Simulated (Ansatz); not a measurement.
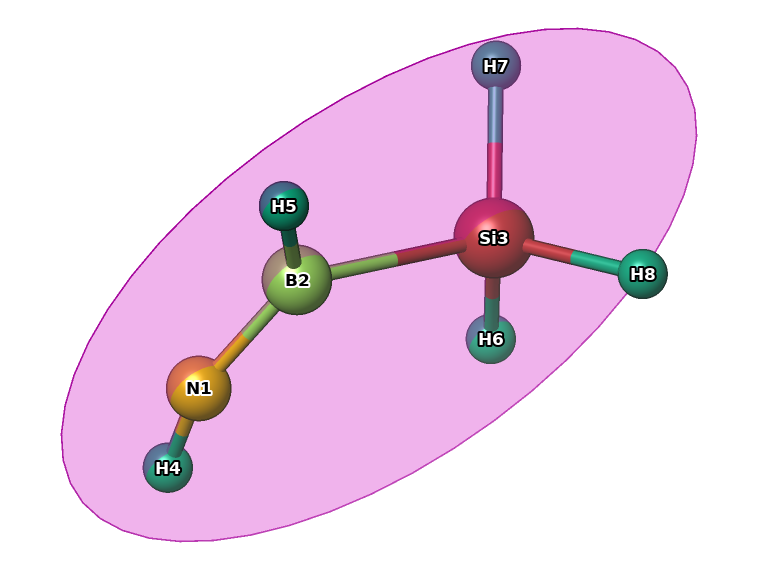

A disc through the centre of mass is drawn in. Atoms fade into the background with distance from the viewer. The species is neutral and a spin doublet. The geometry was computed by an optimisation with PBE0-D4/def2-TZVP. No frequency run is at hand to confirm it as a minimum.

### Is the plane of the disc a mirror plane of the structure?

Yes. The reflection leaves N1, B2, Si3, H4, H5, H6 in place and moves H7 ↔ H8. The point group is Cs.
